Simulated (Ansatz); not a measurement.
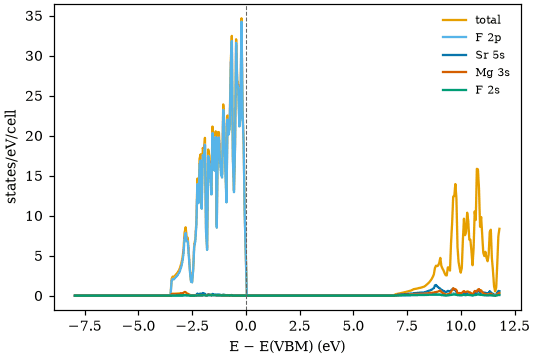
Figure: Total and projected density of states of SrMgF₄ in space group Cmc2_1 (No. 36; Pearson symbol oS24), PBEsol in the plane-wave PAW code Ansatz

**Question.** Which orbitals carry the states next to the gap?

**Answer.** Top 1 eV of the valence band: F 2p 98 %. Bottom 1 eV of the conduction band: Sr 5s 42 %, Mg 3s 25 %, F 2s 16 %, outside the projected shells 12 %. Projections are on Löwdin-orthogonalised atomic valence shells; empty p or d shells of many metals are not among them.

The workflow started from a Materials Project entry (that database holds measured and hypothetical structures alike); the Crystallography Open Database files this formula in space group No. 36, but the cells were not matched. Whether it is the stable phase at ambient conditions was not checked. The cell was relaxed with PBEsol under the symmetry of its start; whether a distortion lowers the energy is not shown. Spin–orbit coupling is left out wherever it is not named.

Potentials: the earlier of the program's two PAW sets. The files were generated under PBE; for other functionals the program regenerates the frozen cores, and for LDA and PBEsol the local potential too.
